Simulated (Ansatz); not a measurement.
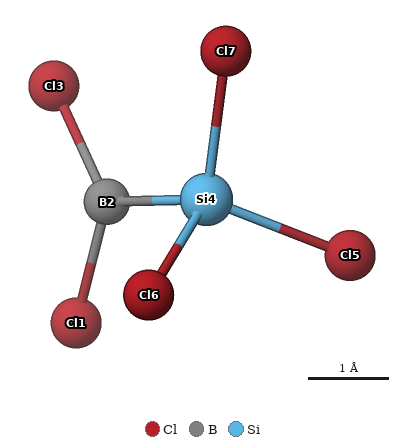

Figure 1. The structure as given in the input (ball-and-stick view, seen at a tilt; atoms are numbered from 1 in the order of the input). Bond lengths as drawn: B–Cl 1.73 Å, B–Si 2.02 Å and Cl–Si 2.03 to 2.04 Å.

**Molecular dynamics, with input and output: BSiCl₅**

System: BSiCl₅, SMILES ClB(Cl)[Si](Cl)(Cl)Cl.
Method: RKS BLYP/6-31G* (Ansatz 0.2.0).

The geometry comes from this level: PBE0-D4/def2-TZVP. Figures and captions count atoms from 1; the log counts them from 0 in places.

## Input file
```yaml
crystal:
  periodic: [false, false, false]
  atoms:
    - {symbol: Cl, position_ang: [0.280552, 1.633888, 1.894347]}
    - {symbol: B, position_ang: [0.207341, 1.157428, 0.228746]}
    - {symbol: Cl, position_ang: [0.396833, 2.329072, -1.031411]}
    - {symbol: Si, position_ang: [-0.116365, -0.788197, -0.192724]}
    - {symbol: Cl, position_ang: [-1.950782, -1.316052, 0.523648]}
    - {symbol: Cl, position_ang: [1.305870, -1.924198, 0.723730]}
    - {symbol: Cl, position_ang: [-0.062250, -1.159842, -2.192036]}
basis:
  gaussian: {orbitals: "6-31G*"}
hamiltonian: {xc: {name: BLYP}}
md: {timestep: 1 fs, n_steps: 50, ensemble: nvt_langevin, temperature: 1500, initial_velocities: maxwell_boltzmann, friction: 0.01, seed: 609}
```

Hardware: 4 threads of Arm Neoverse V1, 23 GiB of memory available, shared host.

Launch command:
```bash
ansatz run in.yaml --threads 4 --pin off --events-out ev --progress --plain --max-ram 11315MiB
```

## Output
```
Functional definition: BLYP
  name "BLYP"
  cite "Becke, Phys. Rev. A 38, 3098 (1988) doi:10.1103/PhysRevA.38.3098"
  cite "Lee, Yang & Parr, Phys. Rev. B 37, 785 (1988) doi:10.1103/PhysRevB.37.785"
  parameter beta = 0.0042
  parameter a = 0.04918
  parameter b = 0.132
  parameter c = 0.2533
  parameter d = 0.349
  exchange = b88_x(beta = beta)
  correlation = lyp_c(a = a, b = b, c = c, d = d)
1470 factors; their error is unknown
mean field evaluation 1: about -71168.1646 eV, gradient 2.1e1 eV
mean field evaluation 2: about -71167.9354 eV, gradient 2.4e1 eV
mean field evaluation 4: about -71169.3932 eV, gradient 1.2e0 eV
mean field evaluation 8: about -71169.3165 eV, gradient 2.8e-2 eV
mean field -71169.31654192 eV, -2615.4241426202 hartree, gradient 5.4e-5 eV, S^2 0.000000; 0 other end points of the search recorded, 0 dependent functions left out
the calculation of the forces begins
reference -71169.31690277 eV, -2615.4241558811 hartree; 52, 52 occupied and 77, 77 virtual orbitals, 1470 factors
md step     0: t =     0.00 fs  T =  1285.7 K  F+E_penalty+E_count = -71169.31654192 eV  E_kin = 1.163340 eV  (25 SCF iters)
these checks for a lower state are left out or cut short: starts, cluster_reference, orbital_swaps, neighbouring_geometries, increment
1470 factors; their error is unknown
mean field evaluation 16: about -71169.4185 eV, gradient 1.1e0 eV
mean field -71169.34363746 eV, -2615.4251383629 hartree, gradient 2.1e-5 eV, S^2 0.000000; 0 other end points of the search recorded, 0 dependent functions left out
the calculation of the forces begins
reference -71169.34399900 eV, -2615.4251516493 hartree; 52, 52 occupied and 77, 77 virtual orbitals, 1470 factors
md step     1: t =     1.00 fs  T =  1360.4 K  F+E_penalty+E_count = -71169.34363746 eV  E_kin = 1.230905 eV  (30 SCF iters)
[... from here on the SCF iterations and repeated set-up lines of each step are left out, up to the last step ...]
md step     2: t =     2.00 fs  T =  1370.1 K  F+E_penalty+E_count = -71169.35245146 eV  E_kin = 1.239712 eV  (30 SCF iters)
md step     3: t =     3.00 fs  T =  1287.7 K  F+E_penalty+E_count = -71169.34312866 eV  E_kin = 1.165096 eV  (29 SCF iters)
md step     4: t =     4.00 fs  T =  1370.3 K  F+E_penalty+E_count = -71169.31746184 eV  E_kin = 1.239841 eV  (30 SCF iters)
md step     5: t =     5.00 fs  T =  1311.8 K  F+E_penalty+E_count = -71169.28075945 eV  E_kin = 1.186924 eV  (30 SCF iters)
md step     6: t =     6.00 fs  T =  1317.2 K  F+E_penalty+E_count = -71169.23664490 eV  E_kin = 1.191857 eV  (30 SCF iters)
md step     7: t =     7.00 fs  T =  1287.5 K  F+E_penalty+E_count = -71169.18815203 eV  E_kin = 1.164926 eV  (30 SCF iters)
md step     8: t =     8.00 fs  T =  1316.3 K  F+E_penalty+E_count = -71169.13962065 eV  E_kin = 1.190996 eV  (30 SCF iters)
md step     9: t =     9.00 fs  T =  1247.4 K  F+E_penalty+E_count = -71169.09332398 eV  E_kin = 1.128697 eV  (30 SCF iters)
md step    10: t =    10.00 fs  T =  1126.5 K  F+E_penalty+E_count = -71169.05343013 eV  E_kin = 1.019266 eV  (30 SCF iters)
md step    11: t =    11.00 fs  T =  1117.0 K  F+E_penalty+E_count = -71169.01758835 eV  E_kin = 1.010717 eV  (30 SCF iters)
md step    12: t =    12.00 fs  T =  1081.2 K  F+E_penalty+E_count = -71168.98234168 eV  E_kin = 0.978315 eV  (30 SCF iters)
md step    13: t =    13.00 fs  T =  1038.2 K  F+E_penalty+E_count = -71168.94780423 eV  E_kin = 0.939376 eV  (30 SCF iters)
md step    14: t =    14.00 fs  T =  1069.9 K  F+E_penalty+E_count = -71168.91663231 eV  E_kin = 0.968059 eV  (30 SCF iters)
md step    15: t =    15.00 fs  T =   920.4 K  F+E_penalty+E_count = -71168.89352783 eV  E_kin = 0.832774 eV  (30 SCF iters)
md step    16: t =    16.00 fs  T =   830.9 K  F+E_penalty+E_count = -71168.88036563 eV  E_kin = 0.751777 eV  (29 SCF iters)
md step    17: t =    17.00 fs  T =   959.9 K  F+E_penalty+E_count = -71168.87298099 eV  E_kin = 0.868509 eV  (30 SCF iters)
md step    18: t =    18.00 fs  T =   999.7 K  F+E_penalty+E_count = -71168.87235244 eV  E_kin = 0.904592 eV  (30 SCF iters)
md step    19: t =    19.00 fs  T =  1025.9 K  F+E_penalty+E_count = -71168.87464921 eV  E_kin = 0.928275 eV  (30 SCF iters)
md step    20: t =    20.00 fs  T =   998.9 K  F+E_penalty+E_count = -71168.87606470 eV  E_kin = 0.903823 eV  (30 SCF iters)
md step    21: t =    21.00 fs  T =  1176.4 K  F+E_penalty+E_count = -71168.87694725 eV  E_kin = 1.064417 eV  (30 SCF iters)
md step    22: t =    22.00 fs  T =  1158.9 K  F+E_penalty+E_count = -71168.86780692 eV  E_kin = 1.048635 eV  (30 SCF iters)
md step    23: t =    23.00 fs  T =  1007.0 K  F+E_penalty+E_count = -71168.84939177 eV  E_kin = 0.911168 eV  (30 SCF iters)
md step    24: t =    24.00 fs  T =   996.8 K  F+E_penalty+E_count = -71168.82179021 eV  E_kin = 0.901960 eV  (30 SCF iters)
md step    25: t =    25.00 fs  T =   961.8 K  F+E_penalty+E_count = -71168.78370523 eV  E_kin = 0.870251 eV  (30 SCF iters)
md step    26: t =    26.00 fs  T =   923.9 K  F+E_penalty+E_count = -71168.74446691 eV  E_kin = 0.835976 eV  (30 SCF iters)
md step    27: t =    27.00 fs  T =   965.7 K  F+E_penalty+E_count = -71168.70851870 eV  E_kin = 0.873791 eV  (30 SCF iters)
md step    28: t =    28.00 fs  T =   846.6 K  F+E_penalty+E_count = -71168.68065150 eV  E_kin = 0.766064 eV  (30 SCF iters)
md step    29: t =    29.00 fs  T =   796.2 K  F+E_penalty+E_count = -71168.65986187 eV  E_kin = 0.720378 eV  (30 SCF iters)
md step    30: t =    30.00 fs  T =   818.9 K  F+E_penalty+E_count = -71168.64073932 eV  E_kin = 0.740990 eV  (30 SCF iters)
md step    31: t =    31.00 fs  T =   778.4 K  F+E_penalty+E_count = -71168.62398713 eV  E_kin = 0.704343 eV  (30 SCF iters)
md step    32: t =    32.00 fs  T =   711.0 K  F+E_penalty+E_count = -71168.61222085 eV  E_kin = 0.643306 eV  (30 SCF iters)
md step    33: t =    33.00 fs  T =   648.6 K  F+E_penalty+E_count = -71168.60665866 eV  E_kin = 0.586871 eV  (30 SCF iters)
md step    34: t =    34.00 fs  T =   621.4 K  F+E_penalty+E_count = -71168.60883356 eV  E_kin = 0.562228 eV  (30 SCF iters)
md step    35: t =    35.00 fs  T =   632.6 K  F+E_penalty+E_count = -71168.61840959 eV  E_kin = 0.572428 eV  (30 SCF iters)
md step    36: t =    36.00 fs  T =   664.5 K  F+E_penalty+E_count = -71168.63107667 eV  E_kin = 0.601210 eV  (28 SCF iters)
md step    37: t =    37.00 fs  T =   723.8 K  F+E_penalty+E_count = -71168.64619983 eV  E_kin = 0.654891 eV  (30 SCF iters)
md step    38: t =    38.00 fs  T =   695.1 K  F+E_penalty+E_count = -71168.65786550 eV  E_kin = 0.628969 eV  (30 SCF iters)
md step    39: t =    39.00 fs  T =   858.6 K  F+E_penalty+E_count = -71168.66180170 eV  E_kin = 0.776921 eV  (30 SCF iters)
md step    40: t =    40.00 fs  T =   954.6 K  F+E_penalty+E_count = -71168.65781829 eV  E_kin = 0.863735 eV  (30 SCF iters)
md step    41: t =    41.00 fs  T =   975.1 K  F+E_penalty+E_count = -71168.64550960 eV  E_kin = 0.882303 eV  (30 SCF iters)
md step    42: t =    42.00 fs  T =   942.6 K  F+E_penalty+E_count = -71168.62675117 eV  E_kin = 0.852921 eV  (30 SCF iters)
md step    43: t =    43.00 fs  T =   966.3 K  F+E_penalty+E_count = -71168.60613248 eV  E_kin = 0.874344 eV  (30 SCF iters)
md step    44: t =    44.00 fs  T =   743.6 K  F+E_penalty+E_count = -71168.58894176 eV  E_kin = 0.672794 eV  (30 SCF iters)
md step    45: t =    45.00 fs  T =   901.8 K  F+E_penalty+E_count = -71168.57295914 eV  E_kin = 0.815977 eV  (30 SCF iters)
md step    46: t =    46.00 fs  T =  1010.0 K  F+E_penalty+E_count = -71168.55665754 eV  E_kin = 0.913839 eV  (30 SCF iters)
md step    47: t =    47.00 fs  T =  1028.2 K  F+E_penalty+E_count = -71168.54325500 eV  E_kin = 0.930339 eV  (30 SCF iters)
md step    48: t =    48.00 fs  T =  1096.9 K  F+E_penalty+E_count = -71168.53444020 eV  E_kin = 0.992495 eV  (30 SCF iters)
md step    49: t =    49.00 fs  T =  1081.4 K  F+E_penalty+E_count = -71168.53077208 eV  E_kin = 0.978427 eV  (30 SCF iters)
these checks for a lower state are left out or cut short: starts, cluster_reference, orbital_swaps, neighbouring_geometries, increment
1470 factors; their error is unknown
mean field -71168.52640513 eV, -2615.3951056287 hartree, gradient 2.5e-5 eV, S^2 0.000000; 0 other end points of the search recorded, 0 dependent functions left out
the calculation of the forces begins
reference -71168.52678203 eV, -2615.3951194797 hartree; 52, 52 occupied and 77, 77 virtual orbitals, 1470 factors
1470 factors; their error is unknown
mean field evaluation 416: about -71168.5264 eV, gradient 1.2e-2 eV
mean field -71168.52640513 eV, -2615.3951056287 hartree, gradient 2.5e-5 eV, S^2 0.000000; 1 other end points of the search recorded, 0 dependent functions left out
the calculation of the forces begins
reference -71168.52678203 eV, -2615.3951194797 hartree; 52, 52 occupied and 77, 77 virtual orbitals, 1470 factors
md step    50: t =    50.00 fs  T =  1098.1 K  F+E_penalty+E_count = -71168.52640513 eV  E_kin = 0.993601 eV  (28 SCF iters)
```

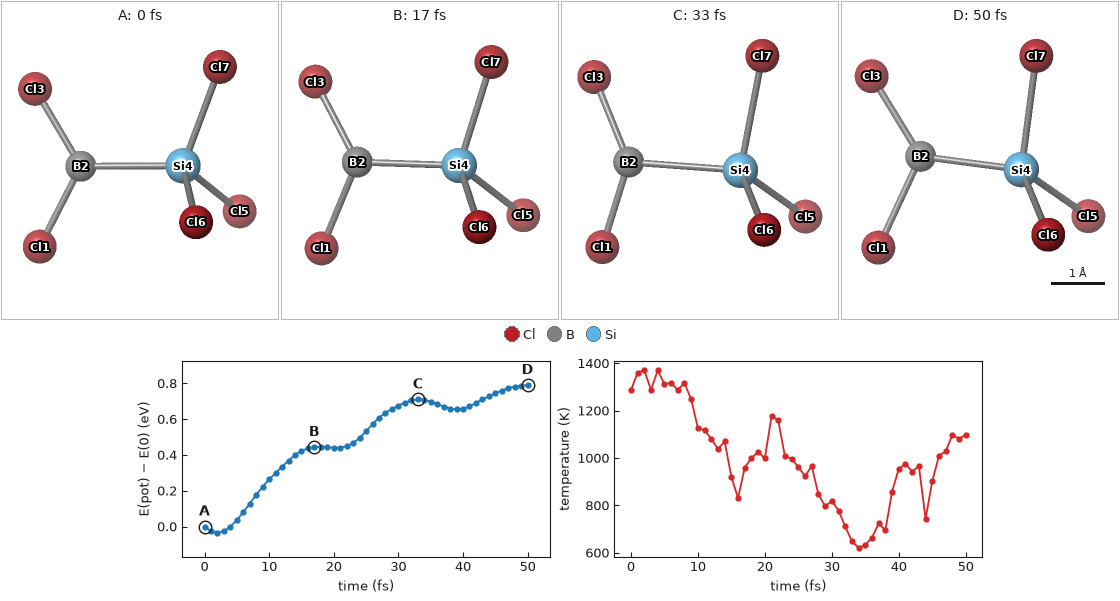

Figure 2. Frames of the molecular dynamics (ball-and-stick, seen at a tilt) above the curves, on which the letters mark them. The trajectory kept here has 51 frames over 50 fs. The temperature starts at 1286 K, ranges from 621 to 1370 K and averages 863 K over the second half. The potential energy ends 0.790 eV above its first value. After an unweighted best fit of the last frame on the first, the root-mean-square displacement is 0.27 Å, and Cl7 has moved furthest (0.43 Å).

```
Total energy: -71168.52678203 eV, -2615.3951194797 hartree
Atom 0 at     0.560890     1.580087     1.787015 Å, force    -0.362548     0.042766    -1.960039 eV/Å
Atom 1 at     0.252483     1.122989    -0.050867 Å, force     1.036510     0.914158     1.874429 eV/Å
Atom 2 at     0.490205     2.284067    -1.409292 Å, force    -0.320880    -0.764501     1.341145 eV/Å
Atom 3 at    -0.033509    -0.895186    -0.127391 Å, force    -0.865505    -0.463756    -0.878260 eV/Å
Atom 4 at    -1.942589    -1.506500     0.677182 Å, force     0.711903     0.485622    -0.608597 eV/Å
Atom 5 at     1.229135    -2.283441     0.898637 Å, force    -0.144624     0.812800    -0.742871 eV/Å
Atom 6 at     0.011795    -0.881811    -2.322901 Å, force    -0.054855    -1.027089     0.974194 eV/Å
Dipole moment:     0.105024     0.264658    -0.010764 e Å
```

## Trajectory as extended XYZ (Å, eV, eV/Å), 14 of the 51 frames kept, from step=0 to step=50
```
7
Properties=species:S:1:pos:R:3:forces:R:3 step=0 time_fs=0.0 energy=-71169.31654 temperature=1285.7
Cl    0.2806    1.6339    1.8943    0.0359   0.2365   0.7842
B     0.2073    1.1574    0.2287   -0.0581  -0.4024  -0.0974
Cl    0.3968    2.3291   -1.0314    0.0880   0.5475  -0.5970
Si   -0.1164   -0.7882   -0.1927    0.1098   0.6277   0.0997
Cl   -1.9508   -1.3161    0.5236   -0.9010  -0.2641   0.3440
Cl    1.3059   -1.9242    0.7237    0.6982  -0.5614   0.4410
Cl   -0.0622   -1.1598   -2.1920    0.0272  -0.1837  -0.9745
7
Properties=species:S:1:pos:R:3:forces:R:3 step=4 time_fs=4.0 energy=-71169.31746 temperature=1370.3
Cl    0.2935    1.6404    1.9058    0.1449  -0.1745  -0.6372
B     0.2873    1.1311    0.1683   -0.3925   0.6334   1.4030
Cl    0.4032    2.3309   -1.0718    0.1892   0.3773  -0.4520
Si   -0.1256   -0.7730   -0.1932    0.3433  -0.6201   0.4719
Cl   -1.9802   -1.3190    0.5489   -0.2484   0.0144   0.0928
Cl    1.3238   -1.9589    0.7488   -0.0276   0.0077  -0.0401
Cl   -0.0787   -1.1303   -2.1994   -0.0090  -0.2382  -0.8384
7
Properties=species:S:1:pos:R:3:forces:R:3 step=8 time_fs=8.0 energy=-71169.13962 temperature=1316.3
Cl    0.3114    1.6427    1.9096    0.3263  -0.3632  -1.3322
B     0.3779    1.1093    0.1259   -0.7652   1.4816   1.9871
Cl    0.4154    2.3279   -1.1142    0.3005   0.1263  -0.1747
Si   -0.1249   -0.7540   -0.1947    0.3291  -1.6226   0.8254
Cl   -2.0034   -1.3203    0.5772    0.3409   0.2765  -0.1649
Cl    1.3346   -1.9950    0.7731   -0.4783   0.3960  -0.3630
Cl   -0.0847   -1.0989   -2.2038   -0.0533  -0.2947  -0.7777
7
Properties=species:S:1:pos:R:3:forces:R:3 step=12 time_fs=12.0 energy=-71168.98234 temperature=1081.2
Cl    0.3263    1.6376    1.9023    0.4815  -0.3391  -1.4883
B     0.4510    1.0968    0.1157   -1.0570   2.1707   1.6803
Cl    0.4218    2.3252   -1.1629    0.3985  -0.3472   0.4086
Si   -0.1110   -0.7408   -0.1834    0.1371  -2.2231   0.7342
Cl   -2.0170   -1.3190    0.6127    0.7863   0.4596  -0.3725
Cl    1.3390   -2.0256    0.7993   -0.6622   0.5826  -0.5290
Cl   -0.0870   -1.0660   -2.2129   -0.0842  -0.3035  -0.4333
7
Properties=species:S:1:pos:R:3:forces:R:3 step=15 time_fs=15.0 energy=-71168.89353 temperature=920.4
Cl    0.3373    1.6276    1.8906    0.5638  -0.2169  -1.4040
B     0.4938    1.0976    0.1172   -1.2634   2.2457   1.2968
Cl    0.4285    2.3176   -1.1997    0.4688  -0.5534   0.7625
Si   -0.1002   -0.7350   -0.1756    0.0135  -2.3970   0.6424
Cl   -2.0278   -1.3199    0.6373    1.0501   0.5613  -0.5034
Cl    1.3364   -2.0501    0.8124   -0.7269   0.6703  -0.5980
Cl   -0.0843   -1.0456   -2.2202   -0.1060  -0.3101  -0.1963
7
Properties=species:S:1:pos:R:3:forces:R:3 step=19 time_fs=19.0 energy=-71168.87465 temperature=1025.9
Cl    0.3566    1.6166    1.8732    0.6046   0.1051  -1.0440
B     0.5333    1.1291    0.1262   -1.5641   1.3918   0.6072
Cl    0.4392    2.3091   -1.2477    0.5214  -0.6056   1.0927
Si   -0.0830   -0.7460   -0.1546    0.0029  -1.8451   0.2528
Cl   -2.0384   -1.3254    0.6608    1.2578   0.6065  -0.5797
Cl    1.3333   -2.0806    0.8237   -0.7093   0.6615  -0.5903
Cl   -0.0801   -1.0252   -2.2349   -0.1133  -0.3141   0.2613
7
Properties=species:S:1:pos:R:3:forces:R:3 step=23 time_fs=23.0 energy=-71168.84939 temperature=1007.0
Cl    0.3804    1.6083    1.8514    0.5436   0.6052  -0.2607
B     0.5361    1.1894    0.1413   -1.6821  -0.0306  -0.4216
Cl    0.4382    2.3012   -1.2965    0.5095  -0.4965   1.3437
Si   -0.0777   -0.7705   -0.1290    0.1305  -0.8821  -0.2829
Cl   -2.0460   -1.3357    0.6766    1.2867   0.5582  -0.5784
Cl    1.3276   -2.1118    0.8298   -0.6610   0.6043  -0.5402
Cl   -0.0694   -1.0009   -2.2571   -0.1272  -0.3585   0.7401
7
Properties=species:S:1:pos:R:3:forces:R:3 step=27 time_fs=27.0 energy=-71168.70852 temperature=965.7
Cl    0.3948    1.5966    1.8295    0.4743   1.0357   0.5223
B     0.5212    1.2475    0.1421   -1.6245  -1.1436  -1.2528
Cl    0.4289    2.2988   -1.3358    0.4703  -0.3440   1.4639
Si   -0.0712   -0.7966   -0.1088    0.0750  -0.0973  -0.8247
Cl   -2.0493   -1.3523    0.6863    1.2833   0.5038  -0.5773
Cl    1.3176   -2.1333    0.8356   -0.5337   0.4821  -0.4569
Cl   -0.0486   -0.9763   -2.2871   -0.1447  -0.4367   1.1256
7
Properties=species:S:1:pos:R:3:forces:R:3 step=31 time_fs=31.0 energy=-71168.62399 temperature=778.4
Cl    0.4074    1.5889    1.8070    0.4152   1.2181   0.8405
B     0.4835    1.2765    0.1220   -1.3615  -1.6778  -1.3620
Cl    0.4251    2.2970   -1.3592    0.3738  -0.2028   1.3786
Si   -0.0614   -0.8192   -0.0955   -0.1368   0.3444  -1.2543
Cl   -2.0399   -1.3741    0.6903    1.2223   0.4675  -0.5739
Cl    1.2985   -2.1574    0.8434   -0.3582   0.3831  -0.3840
Cl   -0.0219   -0.9521   -2.3146   -0.1549  -0.5326   1.3552
7
Properties=species:S:1:pos:R:3:forces:R:3 step=35 time_fs=35.0 energy=-71168.61841 temperature=632.6
Cl    0.4270    1.5808    1.7954    0.3584   1.1819   0.4524
B     0.4335    1.2853    0.0868   -1.0091  -1.8232  -0.6762
Cl    0.4294    2.3007   -1.3765    0.2495  -0.1082   1.2190
Si   -0.0582   -0.8350   -0.0869   -0.1933   0.4948  -1.4812
Cl   -2.0219   -1.3932    0.6905    1.0776   0.4263  -0.5416
Cl    1.2869   -2.1856    0.8545   -0.3234   0.4512  -0.4131
Cl   -0.0029   -0.9332   -2.3297   -0.1597  -0.6227   1.4406
7
Properties=species:S:1:pos:R:3:forces:R:3 step=38 time_fs=38.0 energy=-71168.65787 temperature=695.1
Cl    0.4500    1.5728    1.7942    0.2599   0.9819  -0.3311
B     0.3901    1.2666    0.0459   -0.6427  -1.6032   0.3744
Cl    0.4347    2.2980   -1.3882    0.1477  -0.0676   1.0526
Si   -0.0544   -0.8456   -0.0862   -0.3641   0.4369  -1.5227
Cl   -2.0111   -1.4104    0.6924    1.0377   0.4285  -0.5455
Cl    1.2786   -2.2030    0.8608   -0.2954   0.5160  -0.4477
Cl   -0.0006   -0.9262   -2.3319   -0.1431  -0.6926   1.4199
7
Properties=species:S:1:pos:R:3:forces:R:3 step=42 time_fs=42.0 energy=-71168.62675 temperature=942.6
Cl    0.4894    1.5690    1.8027    0.0242   0.6195  -1.3546
B     0.3314    1.2262   -0.0087   -0.0096  -0.9934   1.5743
Cl    0.4502    2.2940   -1.4024   -0.0055  -0.1417   0.9658
Si   -0.0396   -0.8627   -0.0910   -0.7335   0.2695  -1.4727
Cl   -1.9949   -1.4384    0.6900    1.0478   0.4568  -0.5795
Cl    1.2681   -2.2269    0.8722   -0.2245   0.5873  -0.5026
Cl    0.0042   -0.9152   -2.3352   -0.0989  -0.7980   1.3692
7
Properties=species:S:1:pos:R:3:forces:R:3 step=46 time_fs=46.0 energy=-71168.55666 temperature=1010.0
Cl    0.5241    1.5759    1.8005   -0.1898   0.3186  -1.8409
B     0.2861    1.1855   -0.0477    0.5293  -0.2823   2.0777
Cl    0.4692    2.2935   -1.4099   -0.1455  -0.3201   1.0026
Si   -0.0325   -0.8778   -0.1062   -0.8718   0.0289  -1.2448
Cl   -1.9698   -1.4694    0.6837    0.9251   0.4750  -0.5964
Cl    1.2507   -2.2548    0.8841   -0.1810   0.6987  -0.6111
Cl    0.0055   -0.8960   -2.3331   -0.0663  -0.9188   1.2128
7
Properties=species:S:1:pos:R:3:forces:R:3 step=50 time_fs=50.0 energy=-71168.52640 temperature=1098.1
Cl    0.5609    1.5801    1.7870   -0.3625   0.0428  -1.9600
B     0.2525    1.1230   -0.0509    1.0365   0.9142   1.8744
Cl    0.4902    2.2841   -1.4093   -0.3209  -0.7645   1.3411
Si   -0.0335   -0.8952   -0.1274   -0.8655  -0.4638  -0.8783
Cl   -1.9426   -1.5065    0.6772    0.7119   0.4856  -0.6086
Cl    1.2291   -2.2834    0.8986   -0.1446   0.8128  -0.7429
Cl    0.0118   -0.8818   -2.3229   -0.0549  -1.0271   0.9742
```

## Results in brief

- outcome: finished
- mean temperature over the second half: 863 K
- trajectory: 50 steps, 50 fs
- ensemble: nvt_langevin
- temperature in the input: 1500 K
- time step: 1 fs
- potential energy (last step): −71168.5268 eV
- SCF solution under orbital rotations (last step): stable
- largest force (length of the vector) (last step): 2.329 eV/Å
- dipole moment (last step): 1.37 D
- wall time: 95 s (CPU time 6.1 min)
- peak memory: 0.2 GiB

## Notes

So short a trajectory is not equilibrated. The logged temperature at the start can lie below the typed one, since it is counted over all degrees of freedom. The temperature stays far from the 1500 K of the thermostat over the second half: the run isn't equilibrated.
